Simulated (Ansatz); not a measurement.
The starting structures come from a database of crystals and need not be the phases stable at ambient conditions.

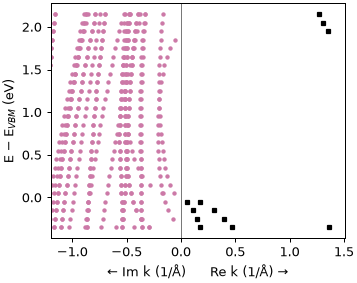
Figure: Complex bands at the centre of the two-dimensional zone; r2SCAN (Ansatz, a program for electronic structure)

The gap is the functional's own. No spin-orbit coupling. Mid-gap values are interpolated on the energy grid.

Task: This is Ca$_{2}$AsI (R-3m, not sure to be the ambient phase, 4 atoms a cell, 31.2 Å³ an atom) along the normal of (110). Read off the slowest decay at the centre of the two-dimensional zone at 0.95 eV, the computed energy nearest the middle of the gap.

Result: κ ≈ 0.20 1/Å, a decay length 1/(2κ) of the density of 2.6 Å.
